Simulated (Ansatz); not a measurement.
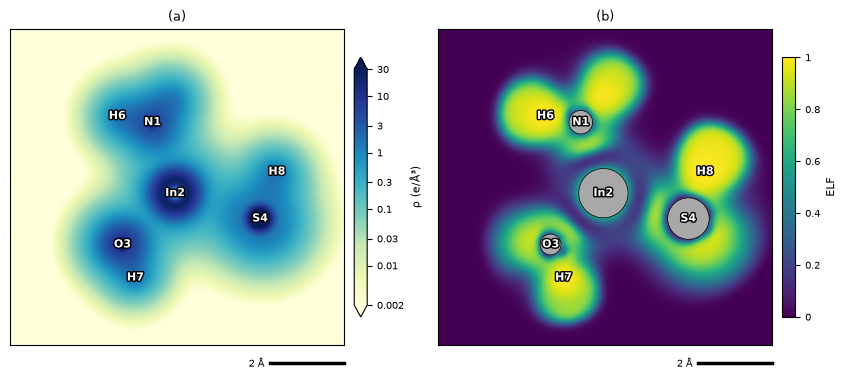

The picture shows: H4InNOS (SMILES [NH2][In]([OH])[SH]). (a) electron density; (b) ELF on the plane of atoms O3, In2 and S4. Grey discs cover the atomic cores in the ELF map.

Core potentials replace the inner electrons of In.

Level of theory: RKS PBE0-D4/def2-SVP (Ansatz 0.2.0).

```xyz
8

N    -0.8665    1.3362   -0.5914
In    0.0851   -0.1987    0.3239
O     1.8299    0.2304    1.1906
S    -0.6534   -2.4847    0.2451
H    -1.8792    1.2716   -0.6496
H    -0.6178    2.2582   -0.2407
H     2.2812   -0.5521    1.5264
H    -1.7345   -2.1825   -0.5080
```

What does the map show?

The plane passes through N, In, O, S and H nuclei. In–O (2.00 Å): ρ is about 0.71 e/Å³ halfway; the ELF peaks at about 0.85 in the valence shell of O, 0.6 Å from its nucleus, and drops to about 0.15 between the two atoms. In–N (2.02 Å): ρ is about 0.73 e/Å³ halfway; the ELF peaks at about 0.85 in the valence shell of N, 0.6 Å from its nucleus, and drops to about 0.15 between the two atoms. In–S (2.40 Å): ρ at the midpoint is about 0.52 e/Å³; the ELF peaks at about 0.85 in the valence shell of S, 0.9 Å from its nucleus, and drops to about 0.15 between the two atoms. O–H (0.96 Å): ρ is about 3.6 e/Å³ halfway; the ELF climbs to about 1 towards the hydrogen, as it does in any bond to H; a covalent bond by its length. N–H (1.02 Å): ρ at the midpoint is about 2.8 e/Å³; the ELF climbs to about 1 towards the hydrogen (an ordinary covalent bond to hydrogen). The ELF also peaks beside S4 and O3, away from the bonds: lone-pair regions.
